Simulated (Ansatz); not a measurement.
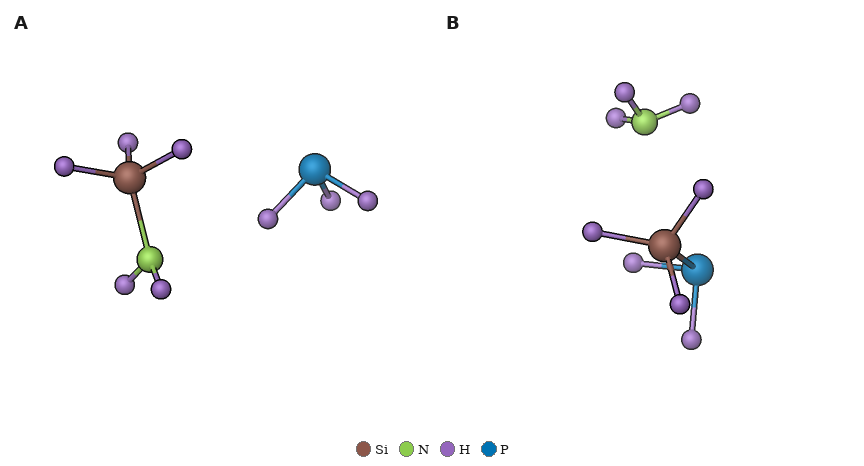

2 stationary structures of one formula. Geometries: PBE0-D4/def2-TZVP. Electronic energies: CCSD(T)/CBS (MP2 limit from def2-TZVPP and def2-QZVPP plus CCSD(T) − MP2) (Ansatz 0.2.0), without zero-point energy. Each is one conformer, not always the lowest.

Question: Which is lowest in energy, and by how much?

Answer: A is lowest (a saddle point of order 1); B lies 3.5 kcal/mol above it (a minimum).
